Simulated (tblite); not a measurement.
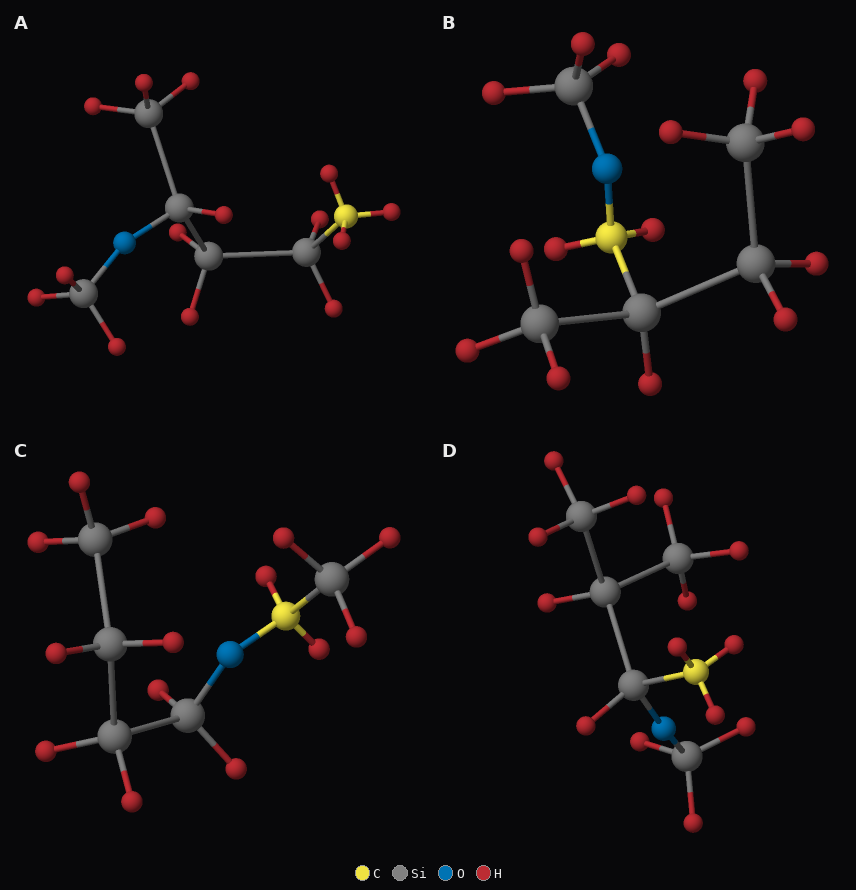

(Drawn from a calculation with tblite.)

```xyz
21
charge 0, multiplicity 1
Si    2.3917    1.2451    0.8490
O     1.2206    0.2701    0.2933
C     1.3459   -1.0649   -0.1669
Si   -0.3776   -1.4477   -0.9077
Si   -0.6035   -0.0628   -2.7571
Si   -1.8253   -1.0579    0.8771
Si   -1.7247    1.0861    1.7492
H     3.4510    1.4077   -0.1525
H     1.6084    2.4477    1.0736
H     2.9961    0.6950    2.0668
H     2.1614   -1.1328   -0.8922
H     1.6147   -1.7137    0.6723
H    -0.2756   -2.8654   -1.3286
H     0.3762   -0.2871   -3.8274
H    -1.9241   -0.2398   -3.3713
H    -0.4964    1.3562   -2.4078
H    -3.1913   -1.3718    0.4145
H    -1.6148   -2.0536    1.9479
H    -2.9907    1.4993    2.3691
H    -1.4462    2.0786    0.7084
H    -0.7047    1.2285    2.7899
```

**Which picture belongs to the input above?**

B. The file holds CH14OSi5, `[SiH3]OC[Si@H]([SiH3])[SiH2][SiH3]`.
